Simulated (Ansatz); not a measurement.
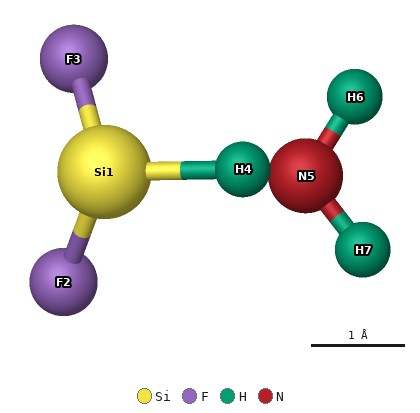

*The starting structure (ball-and-stick view, seen at a tilt; atoms are numbered from 1 in the order of the input).*

Bond lengths as drawn: F–Si 1.60 Å, H–N 1.01 Å and H–Si 1.56 Å.

# Geometry relaxation of SiNH₃F₂

SiNH₃F₂, computed with RKS PBE0-D4/def2-SVP (Ansatz 0.2.0).

The input holds or restrains some coordinates. Figures and captions count atoms from 1; the log counts them from 0 in places.

### The program's output
```
Functional definition: PBE0
  name "PBE0"
  cite "Adamo & Barone, J. Chem. Phys. 110, 6158 (1999) doi:10.1063/1.478522"
  cite "Perdew, Burke & Ernzerhof, Phys. Rev. Lett. 77, 3865 (1996) doi:10.1103/PhysRevLett.77.3865"
  parent pbe
  parameter a = 0.25
  parameter kappa = 0.804
  parameter beta = 0.06672455060314922
  exchange = (1 - a)*pbe_x(kappa = kappa, mu = beta*pi^2/3) + a*exact_x
  correlation = pbe_c(beta = beta)
773 factors; integrals over basis functions are off by at most 3.4e-4 eV
mean field evaluation 1: about -14825.1877 eV, gradient 6.2e1 eV
mean field evaluation 2: about -14807.9751 eV, gradient 1.0e2 eV
mean field evaluation 4: about -14832.5012 eV, gradient 9.1e0 eV
mean field evaluation 8: about -14832.6730 eV, gradient 4.6e-2 eV
mean field -14832.67295586 eV, -545.0906771811 hartree, gradient 4.3e-5 eV, S^2 0.000000; 0 other end points of the search recorded, 0 dependent functions left out
the calculation of the forces begins
reference -14832.67297892 eV, -545.0906780284 hartree; 21, 21 occupied and 54, 54 virtual orbitals, 773 factors
relax step   1: F+E_penalty+E_count = -14832.76330981 eV  Δ(F+E_penalty+E_count) = +0.000e0 eV  max|allowed force component| = 1.031e0 eV/Å  Δτ_max = 0.0000 Å  (25 SCF iters, accepted)
  distance Si 0 - H 3 held at 1.564411 Å   reaction = -2.3436e0 eV/Å
  distance Si 0 - N 4 held at 2.273728 Å   reaction = +1.1953e0 eV/Å
  distance H 3 - N 4 held at 1.340315 Å   reaction = +2.2618e0 eV/Å
these checks for a lower state are left out or cut short: starts, cluster_reference, orbital_swaps, neighbouring_geometries, increment
773 factors; integrals over basis functions are off by at most 3.4e-4 eV
mean field evaluation 16: about -14832.6174 eV, gradient 6.8e0 eV
mean field -14832.74737956 eV, -545.0934122014 hartree, gradient 1.9e-5 eV, S^2 0.000000; 0 other end points of the search recorded, 0 dependent functions left out
the calculation of the forces begins
reference -14832.74740272 eV, -545.0934130525 hartree; 21, 21 occupied and 54, 54 virtual orbitals, 773 factors
relax step   2: F+E_penalty+E_count = -14832.83690684 eV  Δ(F+E_penalty+E_count) = -7.360e-2 eV  max|allowed force component| = 4.086e-1 eV/Å  Δτ_max = 0.0802 Å  (29 SCF iters, accepted)
  distance Si 0 - H 3 held at 1.564411 Å   reaction = -2.1813e0 eV/Å
  distance Si 0 - N 4 held at 2.273728 Å   reaction = +7.4401e-1 eV/Å
  distance H 3 - N 4 held at 1.340315 Å   reaction = +2.2321e0 eV/Å
these checks for a lower state are left out or cut short: starts, cluster_reference, orbital_swaps, neighbouring_geometries, increment
773 factors; integrals over basis functions are off by at most 3.4e-4 eV
mean field -14832.76297809 eV, -545.0939854371 hartree, gradient 9.7e-6 eV, S^2 0.000000; 0 other end points of the search recorded, 0 dependent functions left out
the calculation of the forces begins
reference -14832.76300132 eV, -545.0939862905 hartree; 21, 21 occupied and 54, 54 virtual orbitals, 773 factors
relax step   3: F+E_penalty+E_count = -14832.85264227 eV  Δ(F+E_penalty+E_count) = -1.574e-2 eV  max|allowed force component| = 1.329e-1 eV/Å  Δτ_max = 0.0364 Å  (28 SCF iters, accepted)
  distance Si 0 - H 3 held at 1.564411 Å   reaction = -2.2601e0 eV/Å
  distance Si 0 - N 4 held at 2.273728 Å   reaction = +7.5276e-1 eV/Å
  distance H 3 - N 4 held at 1.340315 Å   reaction = +2.2261e0 eV/Å
these checks for a lower state are left out or cut short: starts, cluster_reference, orbital_swaps, neighbouring_geometries, increment
773 factors; integrals over basis functions are off by at most 3.3e-4 eV
mean field evaluation 32: about -14832.7548 eV, gradient 9.3e-2 eV
mean field -14832.75478553 eV, -545.0936843660 hartree, gradient 1.2e-5 eV, S^2 0.000000; 0 other end points of the search recorded, 0 dependent functions left out
the calculation of the forces begins
reference -14832.75480903 eV, -545.0936852295 hartree; 21, 21 occupied and 54, 54 virtual orbitals, 773 factors
relax step   4: F+E_penalty+E_count = -14832.84473698 eV  Δ(F+E_penalty+E_count) = +7.905e-3 eV  max|allowed force component| = 3.981e-1 eV/Å  Δτ_max = 0.0703 Å  (29 SCF iters, rejected (line search))
  distance Si 0 - H 3 held at 1.564411 Å   reaction = -1.9541e0 eV/Å
  distance Si 0 - N 4 held at 2.273728 Å   reaction = +8.1500e-1 eV/Å
  distance H 3 - N 4 held at 1.340315 Å   reaction = +2.2470e0 eV/Å
these checks for a lower state are left out or cut short: starts, cluster_reference, orbital_swaps, neighbouring_geometries, increment
773 factors; integrals over basis functions are off by at most 3.4e-4 eV
mean field -14832.76826192 eV, -545.0941796141 hartree, gradient 1.0e-5 eV, S^2 0.000000; 0 other end points of the search recorded, 0 dependent functions left out
the calculation of the forces begins
reference -14832.76828524 eV, -545.0941804711 hartree; 21, 21 occupied and 54, 54 virtual orbitals, 773 factors
relax step   5: F+E_penalty+E_count = -14832.85806134 eV  Δ(F+E_penalty+E_count) = -5.419e-3 eV  max|allowed force component| = 4.073e-2 eV/Å  Δτ_max = 0.0343 Å  (29 SCF iters, accepted)
  distance Si 0 - H 3 held at 1.564411 Å   reaction = -2.1928e0 eV/Å
  distance Si 0 - N 4 held at 2.273728 Å   reaction = +7.8914e-1 eV/Å
  distance H 3 - N 4 held at 1.340315 Å   reaction = +2.2253e0 eV/Å
```

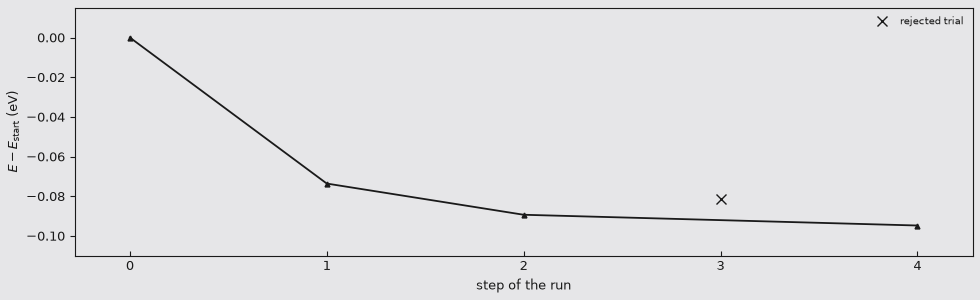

*Progress of the restrained relaxation, step by step (the first geometry is step 0 here and step 1 in the log).*

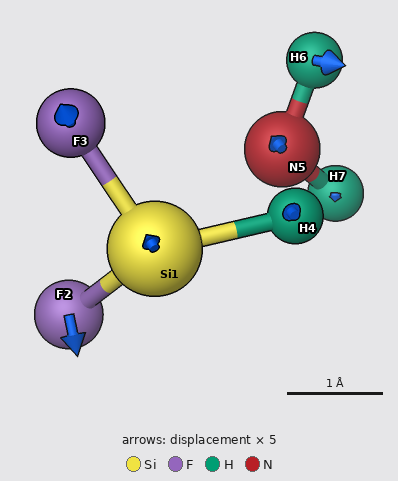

*The starting structure with the displacements as blue arrows, magnified 5 times (ball-and-stick view, seen at a tilt). The two geometries are laid on each other by the best rigid fit.*

The energy falls by 0.095 eV in 4 geometry steps. The largest force component goes from 1 to 0.041 eV/Å. The line search rejected the trial step at point 3 (counted from 0) and went back. The atom that moves furthest after the best rigid fit is F2 (0.093 Å). Largest moves by element: F 0.093 Å, H 0.079 Å, N 0.050 Å, Si 0.045 Å. Among the contacts that change: Si1–F2 1.603 → 1.626 Å, N5–H6 1.010 → 1.022 Å. Among the angles that change: F2–Si1–F3 97.5° → 103.7°. (Atoms are counted from 1 in the order of the input.)

```
773 factors; integrals over basis functions are off by at most 3.4e-4 eV
mean field -14832.76826192 eV, -545.0941796141 hartree, gradient 1.0e-5 eV, S^2 0.000000; 1 other end points of the search recorded, 0 dependent functions left out
the calculation of the forces begins
reference -14832.76828524 eV, -545.0941804711 hartree; 21, 21 occupied and 54, 54 virtual orbitals, 773 factors
Total energy: -14832.85808466 eV, -545.0974805389 hartree
Atom 0 at    -0.296664    -1.186466    -0.365354 Å, force     0.032470    -0.527362    -1.544807 eV/Å
Atom 1 at     1.053886    -1.349612    -1.256152 Å, force    -0.010712     0.013944     0.040733 eV/Å
Atom 2 at    -1.386640    -0.603778    -1.421790 Å, force    -0.005225     0.012892     0.014909 eV/Å
Atom 3 at    -0.176157    -0.304036     0.920793 Å, force     0.854326     3.187559     0.976022 eV/Å
Atom 4 at     0.232546     0.875621     0.433128 Å, force    -0.880844    -2.672551     0.517103 eV/Å
Atom 5 at    -0.511440     1.513401     0.722249 Å, force     0.008836    -0.005061     0.001826 eV/Å
Atom 6 at     1.084570     1.054870     0.967128 Å, force     0.001148    -0.009420    -0.005786 eV/Å
Dipole moment:     0.012728     0.271417     0.636798 e Å
```

### Trajectory as extended XYZ (Å, eV, eV/Å), 5 frames, from step=1 to step=5
```
7
Properties=species:S:1:pos:R:3:forces:R:3 step=1 energy=-14832.76331
Si   -0.2958   -1.2210   -0.3358    0.0843  -0.3979  -1.2316
F     0.9898   -1.2917   -1.2902    1.0066  -0.3863  -0.1927
F    -1.3141   -0.5927   -1.4032   -1.0308   0.2477  -0.3090
H    -0.1916   -0.3373    0.9509    0.8775   3.4902   1.1509
N     0.2265    0.8409    0.4677   -0.8380  -3.0642   0.1262
H    -0.4905    1.5288    0.6471   -0.4805   0.1817   0.1662
H     1.0758    1.0730    0.9635    0.3810  -0.0713   0.2899
7
Properties=species:S:1:pos:R:3:forces:R:3 step=2 energy=-14832.83691
Si   -0.2827   -1.1784   -0.3560    0.0054  -0.6411  -1.4553
F     1.0109   -1.3670   -1.3079    0.4086  -0.0541   0.0350
F    -1.3579   -0.6384   -1.4366   -0.3819   0.1895  -0.0332
H    -0.1814   -0.2989    0.9338    0.8547   3.1953   1.0128
N     0.2376    0.8809    0.4553   -0.9473  -2.6446   0.4347
H    -0.5064    1.5325    0.7129    0.0082  -0.0282  -0.0120
H     1.0800    1.0693    0.9986    0.0522  -0.0169   0.0180
7
Properties=species:S:1:pos:R:3:forces:R:3 step=3 energy=-14832.85264
Si   -0.2875   -1.1863   -0.3575    0.0222  -0.5263  -1.7149
F     1.0377   -1.3620   -1.2837    0.0636   0.0024   0.1329
F    -1.3711   -0.6132   -1.4267   -0.0821   0.0203   0.0941
H    -0.1813   -0.3008    0.9278    0.8630   3.2128   0.9901
N     0.2311    0.8782    0.4416   -0.8857  -2.6171   0.5576
H    -0.5120    1.5245    0.7211    0.0682  -0.0707  -0.0323
H     1.0831    1.0596    0.9773   -0.0492  -0.0214  -0.0275
7
Properties=species:S:1:pos:R:3:forces:R:3 step=4 energy=-14832.84474 accepted=F
Si   -0.3172   -1.1759   -0.3812   -0.0991  -0.6217  -0.9303
F     1.0520   -1.3643   -1.2149    0.2540   0.0130  -0.2944
F    -1.3917   -0.5714   -1.4266   -0.1296   0.1267  -0.2464
H    -0.1243   -0.3219    0.9152    0.6553   3.1763   0.9654
N     0.2319    0.8758    0.4304   -0.5840  -2.8857   0.3667
H    -0.5314    1.4815    0.7184   -0.1466   0.1361   0.1480
H     1.0809    1.0760    0.9587    0.0500   0.0554  -0.0090
7
Properties=species:S:1:pos:R:3:forces:R:3 step=5 energy=-14832.85806
Si   -0.2967   -1.1865   -0.3654    0.0325  -0.5274  -1.5448
F     1.0539   -1.3496   -1.2562   -0.0107   0.0139   0.0407
F    -1.3866   -0.6038   -1.4218   -0.0052   0.0129   0.0149
H    -0.1762   -0.3040    0.9208    0.8543   3.1876   0.9760
N     0.2325    0.8756    0.4331   -0.8808  -2.6726   0.5171
H    -0.5114    1.5134    0.7222    0.0088  -0.0051   0.0018
H     1.0846    1.0549    0.9671    0.0011  -0.0094  -0.0058
```

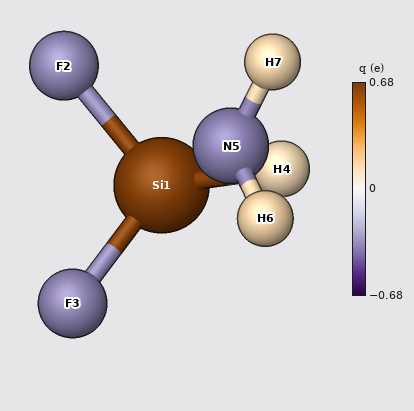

*Mulliken charges, as the colour of each atom (ball-and-stick view, seen at an oblique angle; atoms are numbered from 1 in the order of the input).*

By element: Si +0.64, F −0.35 to −0.34, H +0.12 to +0.14 and N −0.36 e.

The run was set up as follows.

### Input file
```yaml
crystal:
  periodic: [false, false, false]
  atoms:
    - {symbol: Si, position_ang: [-0.295800, -1.221000, -0.335800]}
    - {symbol: F, position_ang: [0.989800, -1.291700, -1.290200]}
    - {symbol: F, position_ang: [-1.314100, -0.592700, -1.403200]}
    - {symbol: H, position_ang: [-0.191600, -0.337300, 0.950900]}
    - {symbol: N, position_ang: [0.226500, 0.840900, 0.467700]}
    - {symbol: H, position_ang: [-0.490500, 1.528800, 0.647100]}
    - {symbol: H, position_ang: [1.075800, 1.073000, 0.963500]}
basis:
  gaussian: {orbitals: def2-SVP}
hamiltonian: {xc: pbe0, dispersion: d4}
relax: {f_tol: 0.08, max_steps: 120, escape_saddle: false, constraints: [{distance: [0, 3]}, {distance: [0, 4]}, {distance: [3, 4]}]}
```

Command:
```bash
ansatz run in.yaml --threads 2 --pin off --events-out ev --progress --plain --max-ram 4352MiB
```

### Key numbers

| quantity | value |
| --- | --- |
| outcome | converged under the restraints of the input |
| total energy | −14832.8581 eV |
| mean-field energy | −14832.7683 eV |
| dispersion energy | −0.0898 eV |
| SCF solution under orbital rotations | stable |
| largest force (length of the vector) at the end, held atoms and coordinates included | 3.441 eV/Å |
| dipole moment | 3.33 D |
| hardware | 2 threads of Arm Neoverse V1, 23 GiB of memory available, shared host |
| wall time | 8 s (CPU time 15 s) |
| peak memory | 0.14 GiB |
